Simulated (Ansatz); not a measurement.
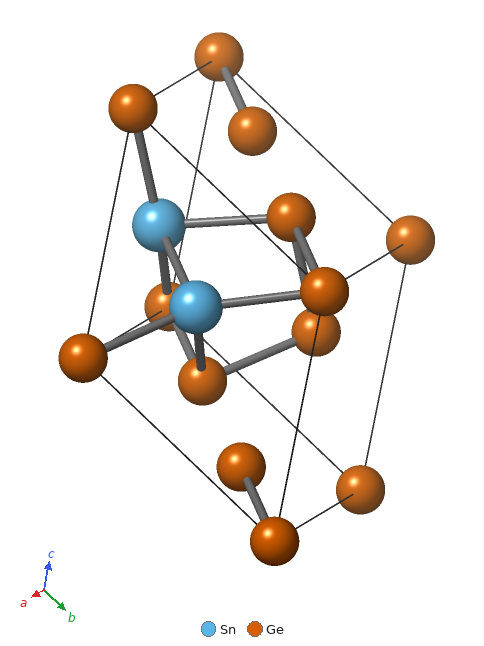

Ball-and-stick drawing of the structure, looking slightly off an axis. The simulation cell is drawn as a box.

Here is the input:
```yaml
crystal:
  lattice:
    - [-2.721301955, 2.721301955, 4.5314795951]
    - [2.721301955, -2.721301955, 4.5314795951]
    - [2.721301955, 2.721301955, -4.5314795951]
  atoms:
    - { symbol: Sn, position: [0.9246753067, 0.4246753067, 0.5] }
    - { symbol: Sn, position: [0.5753246933, 0.0753246933, 0.5] }
    - { symbol: Ge, position: [0.25, 0.75, 0.5] }
    - { symbol: Ge, position: [0.6834827303, 0.6834827303, 0.0] }
    - { symbol: Ge, position: [0.3165172697, 0.3165172697, 0.0] }
    - { symbol: Ge, position: [0.0, 0.0, 0.0] }
basis:
  ecutwfc: 420
kpoints:
  mp_grid: { grid: [10, 10, 10] }
  band_path:
    path:
      - [[0.0, 0.0, 0.0], [0.0, 0.0, 0.5], [0.25, 0.25, 0.25], [0.0, 0.5, 0.0], [0.0, 0.0, 0.0], [0.5, 0.5, -0.5], [0.3401599, 0.6598401, -0.3401599]]
      - [[-0.3401599, 0.3401599, 0.3401599], [0.0, 0.0, 0.0]]
      - [[0.0, 0.0, 0.5], [-0.1803198, 0.1803198, 0.5]]
      - [[0.5, 0.5, -0.1803198], [0.5, 0.5, -0.5]]
    npoints: 14
hamiltonian:
  xc: pbe
scf:
  occupations: { method: gaussian, width: 0.1 }
  n_extra_bands: 15
output:
  forces: true
  stress: true
  eigenvalues: true
  populations: true
  dos: { projected: true, de: 0.02, nscf_kmesh: { grid: [12, 12, 12] } }
  bader: true
  write_density: true
  write_potential: true
  elf: true
  volumetric_format: npy
```
Run as:
```sh
ansatz run input.yaml --threads 1 --pin off --max-ram 2560MiB --backend cpu --events-out ev --progress --plain --runs-dir out
```

Theory: DFT PBE, scalar-relativistic, plane waves, PAW in Ansatz 0.2.0. Numerical settings: plane waves up to 420 eV, k-grid 10×10×10, Gaussian smearing of 0.1 eV, no spin polarisation.

How are the electrons shared out in a Bader analysis?

Sn +0.27 e; Ge -0.22 to -0.08 e. Little charge moves, as in a metallic or covalent solid.

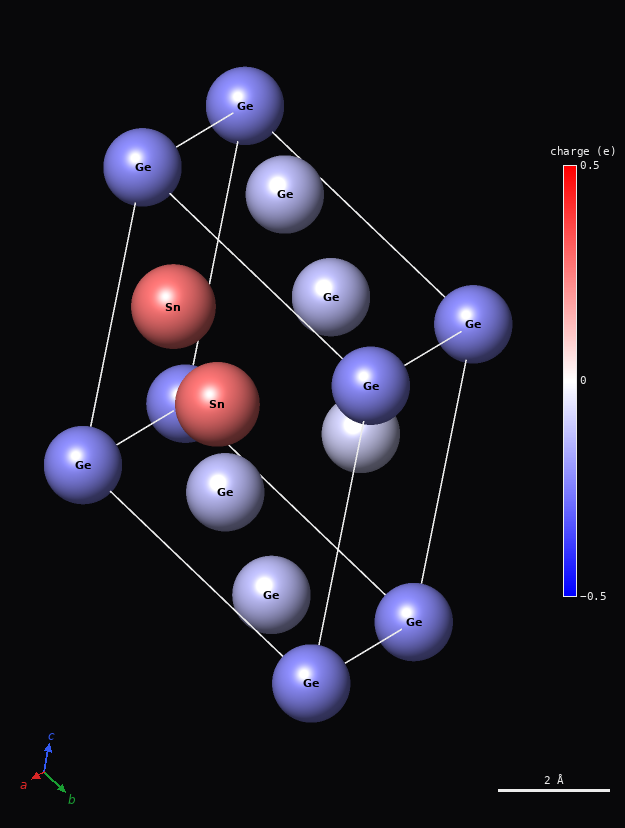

The atoms coloured by those charges.

Its origin is a structure type filled with these elements by a generator (whether the compound takes this form wasn't checked). Earlier steps of the study may have refined or changed the cell and positions. Ansatz was used for an electronic-structure calculation on it.
